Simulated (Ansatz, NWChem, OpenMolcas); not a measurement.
# Strength of the C–H bond: C3H7 → C3H6 + H

Species: C3H7 (methylethyl) `C[CH]C`, doublet; C3H6 (propene) `C=CC`, singlet; H atom, doublet. 

Shapes, held fixed at every level: PBE0-D4/def2-TZVP. Programs: Ansatz 0.2.0, NWChem 7.3.0, OpenMolcas 26.06. A level may come from different programs for different species; with the same settings they agree closely. The zero-point and thermal change to 298 K, harmonic and unscaled (PBE0-D4/def2-TZVP), is -18.5 kJ/mol.

| level | kind | ΔH(298 K) (kJ/mol) | less CCSD(T)/CBS estimate |
| --- | --- | --- | --- |
| HF/cc-pVDZ | Hartree–Fock | +147.9 | -1.9 |
| PBE-D4/def2-TZVPP | GGA | +153.8 | +4.0 |
| B3LYP/6-31G* (spherical functions) | global hybrid | +166.4 | +16.6 |
| PBE0/def2-SVP | global hybrid | +167.7 | +17.9 |
| r2SCAN0-D4/def2-TZVPP | global hybrid | +182.1 | +32.3 |
| MP2/def2-SVP | perturbation theory | +134.7 | -15.1 |
| CCSD(T)/CBS estimate | coupled cluster or CI | +149.8 | 0.0 |

The highest level, CCSD(T)/CBS estimate, gives ΔH(298 K) = +149.8 kJ/mol; the levels span +134.7 to +182.1. A fragment pairs its electrons up again, so this isn't a typical strength of such a bond. The column of differences is taken from that level and isn't an error. No measured value is set beside it here. Open shells run unrestricted unless RO is named. The CBS estimate extrapolates MP2 from def2-TZVPP and def2-QZVPP and adds CCSD(T) − MP2 in the triple-zeta set, cores frozen.

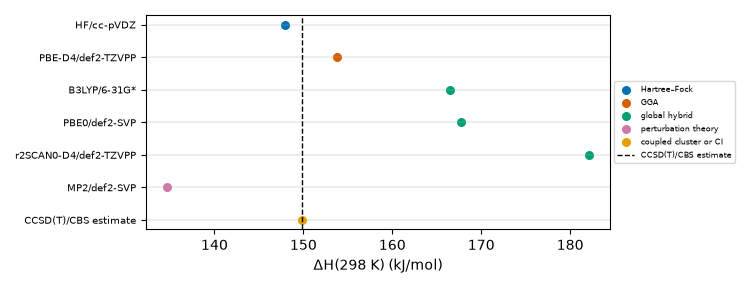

The values of the table, level by level.
